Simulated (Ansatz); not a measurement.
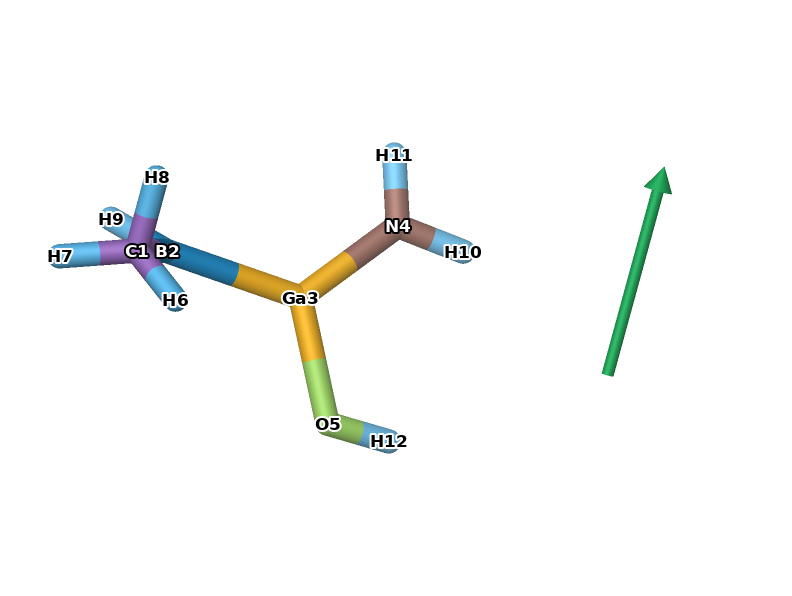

The arrow beside the molecule shows the direction of the dipole moment, from the negative to the positive end (its length means nothing). The computed structure is the end point of a PBE0-D4/def2-TZVP optimisation. Method: RKS ωB97M-V/def2-TZVPP (Ansatz 0.2.0).

> How large is the dipole moment?

1.94 D; it points from the side of O5, H12 to the side of H11 (the outermost atoms at the two ends).
